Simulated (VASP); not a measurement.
Given:

```yaml
crystal:
  lattice:
    - [-2.01285, 2.01285, 3.92990]
    - [2.01285, -2.01285, 3.92990]
    - [2.01285, 2.01285, -3.92990]
  atoms:
    - { symbol: Be, position: [0.00000, 0.00000, 0.00000] }
    - { symbol: Be, position: [0.75000, 0.25000, 0.50000] }
    - { symbol: Be, position: [0.25000, 0.75000, 0.50000] }
    - { symbol: Zn, position: [0.50000, 0.50000, 0.00000] }
    - { symbol: O, position: [0.08336, 0.08336, 0.44108] }
    - { symbol: O, position: [0.91664, 0.35773, 0.00000] }
    - { symbol: O, position: [0.64227, 0.64227, 0.55892] }
    - { symbol: O, position: [0.35773, 0.91664, 0.00000] }
```

Level of theory: PBEsol GGA, VASP's PBE PAW potentials (set 64) (plane waves; VASP). Numerical set-up: 520 eV cut-off, 9×9×9 Γ-centred mesh, tetrahedra with Blöchl corrections, potentials Be Zn O.

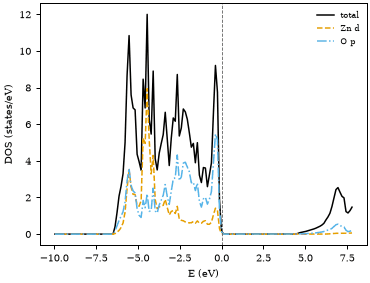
Figure: Total and projected density of states, zero at the valence-band maximum

Within 2 eV below the valence-band maximum the largest weight inside VASP's projection spheres is O p, then Zn d.

The gap is direct, 4.34 eV, from the valence maximum at Γ to the conduction minimum at Γ.

The structure comes from a computed database's Be3ZnO4 entry (I-42m); how it stands against other phases isn't given here. It was relaxed first.
